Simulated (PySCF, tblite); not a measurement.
# C3H6NSi2 radical: geometry, infrared bands and EPR parameters

What infrared bands and EPR parameters should C3H6NSi2 radical (`N#C[C]1[SiH2]C[SiH2]1`) show?

Computed with tblite 0.8.0 and PySCF 2.14.0, with density-fitted response routines of our own, on a single molecule in the gas phase. Atoms count from 0, in the outputs and in this text.

## (1) The starting structure

12 atoms, charge 0, multiplicity 2; geometry from: force field or distance geometry start.

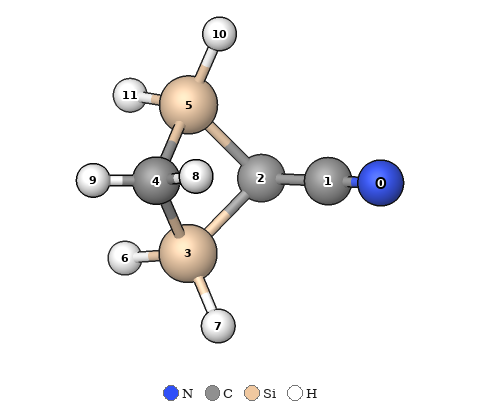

As it starts; nitrogen blue, carbon grey, silicon light orange, hydrogen white, atoms numbered; sticks join atoms by distance.

## (2) Relaxing the molecule with GFN2-xTB

What the job is given:

```
{"job": {"kind": "relax", "xc": "GFN2-xTB", "basis": "xTB"}, "charge": 0, "multiplicity": 2}
N      0.641200     2.284200    -1.942500
C      0.563300     1.784100    -0.890300
C      0.480900     1.154700     0.464200
Si    -1.191800     0.328400     0.621600
C     -0.447000    -1.065700    -0.405100
Si     1.178200    -0.569100     0.391500
H     -1.370500    -0.185700     1.997600
H     -2.304000     1.017400     0.046200
H     -0.361000    -0.839100    -1.490600
H     -0.800200    -2.081100    -0.156200
H      2.349300    -0.752400    -0.434100
H      1.262800    -1.076400     1.771700
```

Launch:

```console
> OMP_NUM_THREADS=1 python probes_run.py task.json out
```

One launch serves the whole session: the jobs run in the order shown.

The log of the run:

```text
step      E/eV     max force
  0    -426.93161    3.915
  1    -427.25306    1.834
  2    -427.35676    1.659
  3    -427.40504    1.003
  4    -427.49523    1.364
  5    -427.49619    2.431
  6    -427.52765    0.391
  7    -427.54325    0.397
  8    -427.57308    0.885
  9    -427.59019    0.772
 10    -427.61196    0.373
 11    -427.63012    0.331
 12    -427.64565    0.434
 13    -427.65738    0.378
 14    -427.66946    0.284
 15    -427.68389    0.423
 16    -427.70006    0.510
 17    -427.71463    0.374
 18    -427.72757    0.372
 19    -427.74176    0.309
 20    -427.75771    0.451
 21    -427.77689    0.447
 22    -427.80195    0.432
 23    -427.83480    0.579
 24    -427.86849    1.356
 25    -427.86694    1.227
 26    -427.91795    1.128
 27    -427.93144    0.858
 28    -427.94612    0.537
 29    -427.96077    0.608
 30    -427.98103    0.327
 31    -427.99541    0.610
 32    -427.99789    0.808
 33    -428.00921    0.498
 34    -428.01679    0.203
 35    -428.02234    0.224
 36    -428.03190    0.326
 37    -428.03469    0.203
 38    -428.03731    0.279
 39    -428.03899    0.205
 40    -428.04038    0.130
 41    -428.04219    0.120
 42    -428.04437    0.106
 43    -428.04660    0.130
 44    -428.04926    0.131
 45    -428.05119    0.113
 46    -428.05271    0.103
 47    -428.05419    0.127
 48    -428.05597    0.132
 49    -428.05762    0.150
 50    -428.05895    0.105
 51    -428.05987    0.100
 52    -428.06074    0.105
 53    -428.06146    0.115
 54    -428.06240    0.132
 55    -428.06344    0.125
 56    -428.06465    0.143
 57    -428.06552    0.079
 58    -428.06623    0.086
 59    -428.06687    0.072
 60    -428.06807    0.075
 61    -428.06947    0.067
 62    -428.07065    0.058
 63    -428.07120    0.035
 64    -428.07141    0.034
 65    -428.07151    0.029
 66    -428.07165    0.028
 67    -428.07181    0.027
 68    -428.07196    0.031
 69    -428.07211    0.032
 70    -428.07225    0.032
 71    -428.07234    0.032
 72    -428.07240    0.021
 73    -428.07244    0.016
 74    -428.07248    0.017
 75    -428.07251    0.018
 76    -428.07255    0.017
 77    -428.07259    0.014
 78    -428.07262    0.012
 79    -428.07263    0.011
 80    -428.07264    0.008
```

Run time: 0.48 s. Hardware: 1 thread of Arm Neoverse V1, shared host.

The steps of the relaxation: (not every step is listed)

```
step  energy from step 0 (eV)  largest force (eV/Å)
   0                   0.0000                3.9149
   1                  -0.3215                1.8340
   2                  -0.4252                1.6587
   3                  -0.4734                1.0026
   4                  -0.5636                1.3645
   5                  -0.5646                2.4311
   6                  -0.5960                0.3907
   7                  -0.6116                0.3975
   8                  -0.6415                0.8851
  14                  -0.7379                0.2835
  20                  -0.8261                0.4511
  26                  -0.9863                1.1275
  32                  -1.0663                0.8084
  38                  -1.1057                0.2789
  44                  -1.1177                0.1314
  50                  -1.1273                0.1055
  56                  -1.1330                0.1434
  62                  -1.1390                0.0582
  68                  -1.1404                0.0306
  74                  -1.1409                0.0170
  75                  -1.1409                0.0180
  76                  -1.1409                0.0172
  77                  -1.1410                0.0137
  78                  -1.1410                0.0124
  79                  -1.1410                0.0110
  80                  -1.1410                0.0081
```

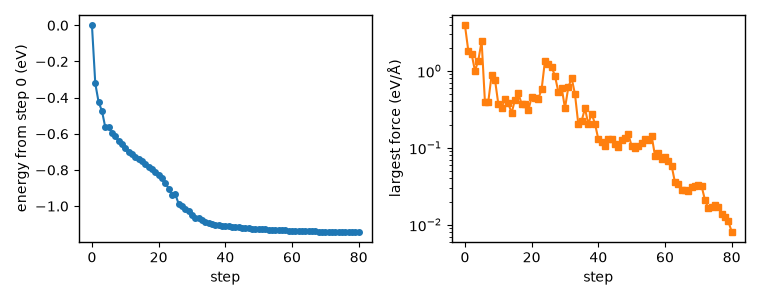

Energy and force, step by step.

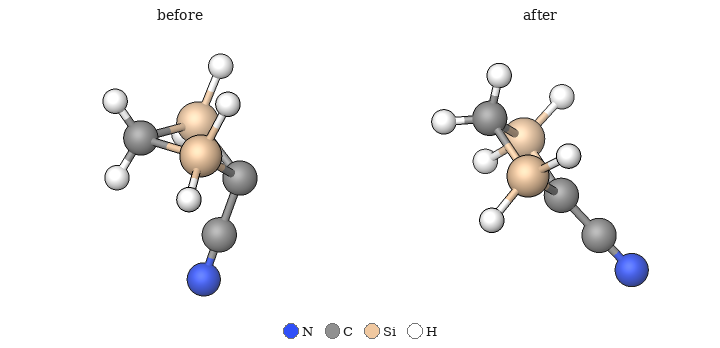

The geometry before (left) and after (right).

Close pairs (by a distance rule), those that changed most:

```csv
bond,before (Å),after (Å),change (Å)
C1–C2,1.496,1.348,-0.148
C4–Si5,1.877,1.922,+0.045
C2–Si5,1.861,1.900,+0.039
Si3–C4,1.885,1.922,+0.037
Si3–H7,1.429,1.463,+0.034
C2–Si3,1.872,1.900,+0.028
C4–H8,1.112,1.087,-0.025
Si5–H10,1.445,1.464,+0.019
```

The final coordinates are the input of the step that follows.

## (3) Infrared spectrum with GFN2-xTB

What the job is given:

```
{"job": {"kind": "ir", "xc": "GFN2-xTB", "basis": "xTB"}, "charge": 0, "multiplicity": 2}
N      1.201879     3.344826    -0.316977
C      0.809598     2.252121    -0.216360
C      0.354851     0.988577    -0.099267
Si    -1.391960     0.281491     0.142415
C     -0.512109    -1.427208     0.138247
Si     1.244913    -0.689985    -0.112017
H     -2.016100     0.674472     1.406098
H     -2.291633     0.536412    -0.983279
H     -0.833322    -2.092447    -0.659471
H     -0.629849    -1.989936     1.061094
H      1.887135    -1.009226    -1.387740
H      2.177794    -0.869782     1.001229
```

The log of the run:

```text
mode    cm-1     km/mol
  1      46.0      0.56
  2     121.4      5.87
  3     150.4      0.69
  4     332.4      1.19
  5     365.4      2.98
  6     391.0      0.01
  7     446.2     53.55
  8     454.6      0.26
  9     457.2      3.78
 10     484.8      0.05
 11     504.3     58.56
 12     576.0      0.42
 13     647.7    199.41
 14     667.4    172.13
 15     688.7     68.15
 16     751.4    247.33
 17     769.5    346.27
 18     786.3    128.70
 19     805.3    148.82
 20     938.2      0.00
 21    1096.8     50.58
 22    1298.7     75.33
 23    1471.7      5.27
 24    2165.4    195.08
 25    2238.2      9.23
 26    2246.4    859.82
 27    2258.8    175.33
 28    2261.0    176.34
 29    3004.5     38.94
 30    3018.3     15.76
```

Wall time 0.35 s (1 thread of Arm Neoverse V1, shared host).

The strongest bands and the atoms that carry them (share of the mass-weighted mode):

```
cm⁻¹  km/mol                                 atoms
 648   199.4  C4 21 %, H11 15 %, H10 15 %, H6 15 %
 667   172.1             C4 31 %, H9 25 %, H8 25 %
 751   247.3  C4 22 %, H11 15 %, H10 15 %, H6 15 %
 770   346.3  H11 24 %, H10 24 %, H7 24 %, H6 24 %
2165   195.1                      C1 61 %, N0 37 %
2246   859.8  H7 33 %, H6 24 %, H11 20 %, H10 19 %
2259   175.3                    H10 49 %, H11 48 %
2261   176.3                      H6 55 %, H7 43 %
```

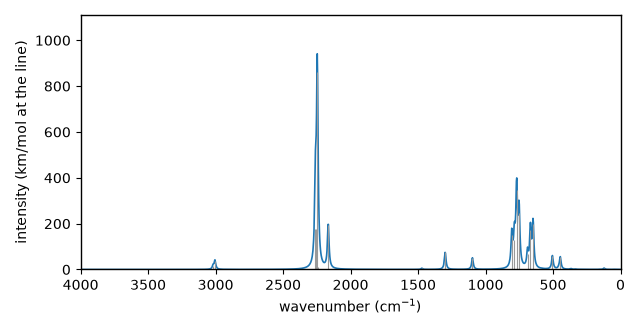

The infrared spectrum from these modes, unscaled. Lines are broadened to a width of 14 cm⁻¹ (Lorentzian).

## (4) g tensor and hyperfine couplings: B3LYP/pcH-1

Settings changed since step 3:

```diff
@@ -1,2 +1,2 @@
-{"job": {"kind": "ir", "xc": "GFN2-xTB", "basis": "xTB"}, "charge": 0, "multiplicity": 2}
+{"job": {"kind": "epr", "basis": "pcH-1"}, "charge": 0, "multiplicity": 2}
 N      1.201879     3.344826    -0.316977
```

Level: UKS B3LYP, pcH-1 on C H N Si, non-relativistic, mean-field spin-orbit, GIAO.

The log of the run:

```text
UKS, coarse grid
  cycle   1  E = -751.56554032  |g| = 3.95e-01
  cycle   2  E = -751.42394360  |g| = 6.66e-01
  cycle   3  E = -751.62465184  |g| = 1.92e-01
  cycle   4  E = -751.63991103  |g| = 5.41e-02
  cycle   5  E = -751.64140921  |g| = 1.59e-02
  cycle   6  E = -751.64156827  |g| = 4.85e-03
  cycle   7  E = -751.64160067  |g| = 1.91e-03
  cycle   8  E = -751.64161052  |g| = 7.04e-04
UKS, final grid
  cycle   1  E = -751.64163191  |g| = 9.24e-04
  cycle   2  E = -751.64163026  |g| = 2.23e-03
  cycle   3  E = -751.64163249  |g| = 2.39e-04
  cycle   4  E = -751.64163255  |g| = 1.29e-04
  cycle   5  E = -751.64163259  |g| = 5.86e-05
  cycle   6  E = -751.64163259  |g| = 1.44e-05
E = -751.64163259 Eh   <S^2> = 0.7646 (exact 0.7500)
g shifts (ppm)      1          2          3
  rmc          -153       -153       -153
  gc             -8         26         33
  oz_so          12       1337       2810
  total        -149       1210       2691
hyperfine (MHz)  atom isotope    a_iso     a_fc   dipolar eigenvalues
    0   14N       9.41       9.39    -19.24    -15.12     34.36
    1   13C     -51.34     -51.37    -20.62     -1.41     22.03
    2   13C      62.62      62.66    -58.41    -56.15    114.56
    3  29Si      33.80      33.86     -2.59     -0.48      3.06
    4   13C      -2.74      -2.74     -0.82     -0.39      1.20
    5  29Si      33.83      33.89     -2.58     -0.48      3.07
    6    1H      42.85      42.85     -2.35     -1.41      3.75
    7    1H      43.15      43.15     -2.35     -1.40      3.75
    8    1H       2.43       2.43     -1.44     -1.39      2.82
    9    1H       2.19       2.19     -1.45     -1.40      2.85
   10    1H      43.18      43.18     -2.34     -1.40      3.74
   11    1H      42.70      42.70     -2.35     -1.41      3.76
```

Run time: 49 s. Hardware: 1 thread of Arm Neoverse V1, shared host; peak memory 0.79 GiB.

Principal g values 2.00217, 2.00353, 2.00501; g(iso) = 2.00357, against 2.00232 for a free electron.

Hyperfine couplings; where a row names several nuclei, a(iso) is their mean (it holds for fast rotation or exchange) and the dipolar term the largest among them:

| nuclei | isotope | a(iso) (MHz) | a(iso) (G, at g = 2.0023) | largest dipolar term (MHz) |
| --- | --- | --- | --- | --- |
| C2 | 13C | 62.6 | 22.3 | 114.6 |
| C1 | 13C | -51.3 | -18.3 | 22.0 |
| H6, H7, H10, H11 | 1H | 43.0 | 15.3 | 3.8 |
| Si3, Si5 | 29Si | 33.8 | 12.1 | 3.1 |
| N0 | 14N | 9.4 | 3.4 | 34.4 |
| C4 | 13C | -2.7 | -1.0 | 1.2 |
| H8, H9 | 1H | 2.3 | 0.8 | 2.8 |

Mulliken spin populations:

```csv
atom,value (e)
N0,0.40
C1,-0.21
C2,0.79
Si3,-0.04
C4,0.00
Si5,-0.04
H6,0.02
H7,0.02
H8,0.00
H9,0.00
H10,0.02
H11,0.02
```

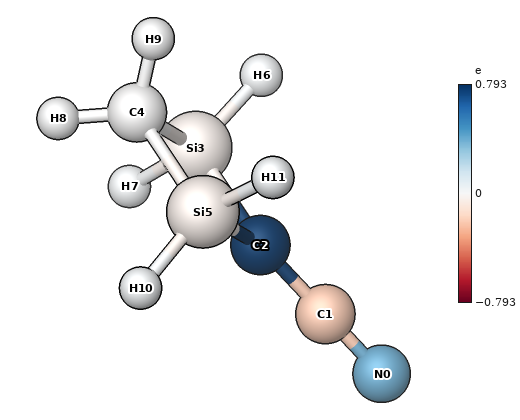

Mulliken spin populations, as colours on the atoms.

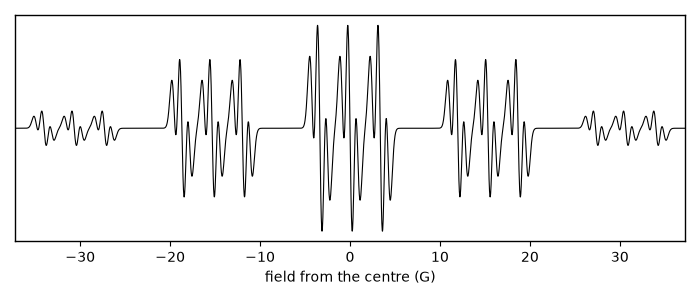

First-order isotropic spectrum (first derivative, main isotopes with spin only, couplings over 0.8 MHz, Gaussian width 0.3 G; couplings of the frozen geometry, rotation of groups not averaged beyond the rows shown).

The fields below are evaluated on a grid from the run's orbitals.

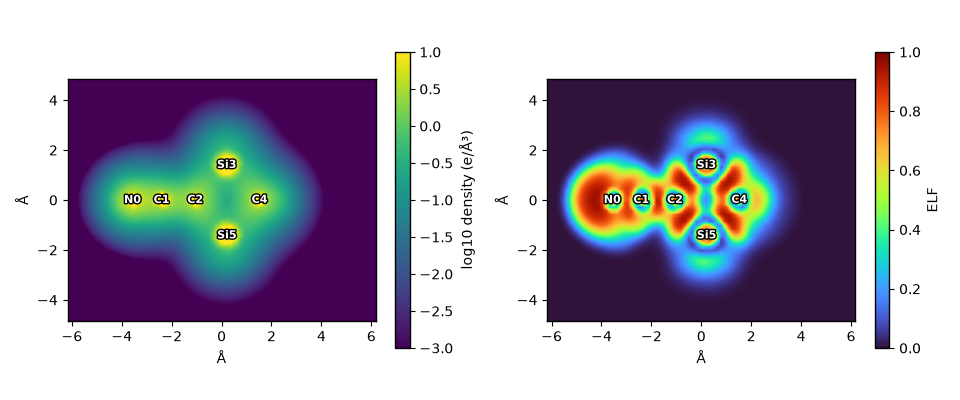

Density (left) and ELF (right) in a plane through or near 6 of the atoms.

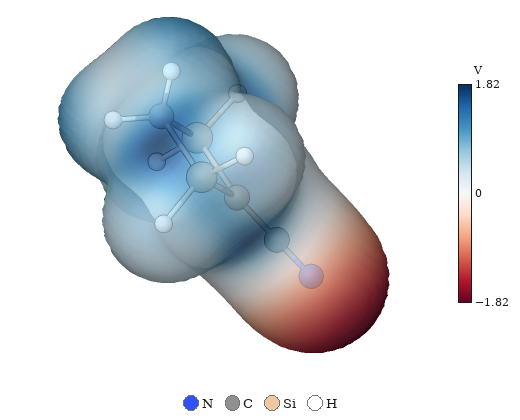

Electrostatic potential on the surface of density 0.002 e/bohr³; red is low, blue high. It runs from -1.82 V near N0 to 1.61 V near Si3.

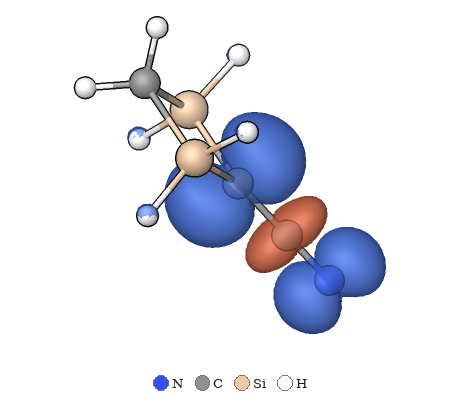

Spin density at ±0.03 e/Å³ (alpha excess blue, beta excess red).

## (5) Results

| quantity | value |
| --- | --- |
| strongest single infrared mode (GFN2-xTB) | 2246 cm⁻¹, 860 km/mol |
| zero-point energy (GFN2-xTB) | 45.0 kcal/mol |
| g(iso) (B3LYP) | 2.00357 |
| ⟨S²⟩ | 0.765 (exact 0.75) |
| largest a(iso) (averaged by class) | 13C on C2, 62.6 MHz |
| potential on the surface of density 0.002 e/bohr³, 1st and 99th percentile | -1.82 V and 1.61 V |

Over 80 steps the energy fell by 1.141 eV; of the close pairs, C1–C2 changed most, 1.496 to 1.348 Å. All 30 modes are real, so the xTB geometry is a minimum. The strongest single mode, at 2246 cm⁻¹, is spread over several atoms, H7, H6, H11, H10 among them. Unscaled tight-binding wavenumbers are off by several per cent, some by more. Its intensities can rank the bands wrongly. C2 carries the largest spin population, 0.79 e. The isotropic g lies 1.3 ppt above the free-electron value. The conformer search found further structures of the same energy, which may be mirror or relabelled copies of this one.
